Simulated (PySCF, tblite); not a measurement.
# C₄H₉AlFN: geometry, infrared bands and NMR shifts

Aim: predict the infrared bands and NMR shifts of C₄H₉AlFN (`[CH3][AlH2-][N+]#C[C@H](C)F`).

The runs use tblite 0.8.0 and PySCF 2.14.0, with density-fitted response routines of our own; the level of theory stands in each step. All values are computed, except where a source is named. Atoms count from 0, in the outputs and in this text.

**1. The molecule as given**

16 atoms, charge 0, multiplicity 1; geometry from: force field or distance geometry start.

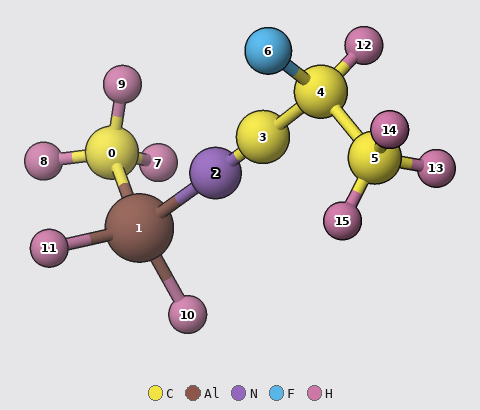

The starting geometry (carbon yellow, aluminium brown, nitrogen purple, fluorine blue, hydrogen pink), atoms numbered; sticks join atoms by distance.

**2. Geometry optimisation with GFN2-xTB**

What the job is given:

```
{"job": {"kind": "relax", "xc": "GFN2-xTB", "basis": "xTB"}, "charge": 0, "multiplicity": 1}
C     -3.385500     0.344900    -0.341200
Al    -2.002900    -1.005400     0.077400
N     -0.278500    -0.254000     0.137700
C      0.777800     0.246400     0.165900
C      2.108200     0.866400     0.236100
C      3.161100    -0.151700    -0.118500
F      2.303800     1.220200     1.539500
H     -3.563600     0.429600    -1.432700
H     -4.334400     0.151400     0.200900
H     -2.966600     1.328200    -0.033000
H     -1.963000    -2.125700    -1.059300
H     -2.362400    -1.606700     1.510000
H      2.169100     1.734100    -0.448700
H      3.335300    -0.098700    -1.218700
H      4.107800     0.114400     0.440700
H      2.886300    -1.184400     0.134900
```

Run with:

```bash
> OMP_NUM_THREADS=1 python probes_run.py task.json out
```

One launch serves the whole session: the jobs run in the order shown.

**Question.** This job is followed by: GFN2-xTB harmonic vibrations, gas phase; GIAO PBE0/pcSseg-1 NMR shielding, non-relativistic, gas phase. Predict these results of the whole session: strongest single infrared mode (GFN2-xTB); zero-point energy (GFN2-xTB); 13C shifts against TMS (PBE0/pcSseg-1); 1H shifts against TMS (PBE0/pcSseg-1, means over atoms taken as alike); 27Al shifts against AlH4- (PBE0/pcSseg-1); 15N shifts against NH3 (PBE0/pcSseg-1); 19F shifts against CFCl3 (PBE0/pcSseg-1).

**Answer**, as computed:

| quantity | value |
| --- | --- |
| strongest single infrared mode (GFN2-xTB) | 718 cm⁻¹, 701 km/mol |
| zero-point energy (GFN2-xTB) | 69.9 kcal/mol |
| 13C shifts against TMS (PBE0/pcSseg-1) | 128.8, 78.5, 22.0, -15.5 ppm |
| 1H shifts against TMS (PBE0/pcSseg-1, means over atoms taken as alike) | 5.56, 4.45, 4.45, 2.03, -0.48 ppm |
| 27Al shifts against AlH4- (PBE0/pcSseg-1) | 74.7 ppm |
| 15N shifts against NH3 (PBE0/pcSseg-1) | 264.7 ppm |
| 19F shifts against CFCl3 (PBE0/pcSseg-1) | -220.0 ppm |

What this shows: The optimisation took 135 steps and gained 0.725 eV; among the close pairs (by a distance rule), Al1–N2 changed most, from 1.882 to 2.024 Å. All 42 modes are real, so the xTB geometry is a minimum. The strongest single mode, at 718 cm⁻¹, moves mainly H10 and H11. Unscaled tight-binding wavenumbers are off by several per cent, some by more. Its intensities can rank the bands wrongly. The most deshielded hydrogen is H12 (hydrogen on an sp3 CH bonded to F, α to a nitrile), at 5.56 ppm: its carbon carries F, hence the downfield position. At PBE0/pcSseg-1: The widest tensor belongs to N2: span 422 ppm, with a paramagnetic part of -334 ppm.
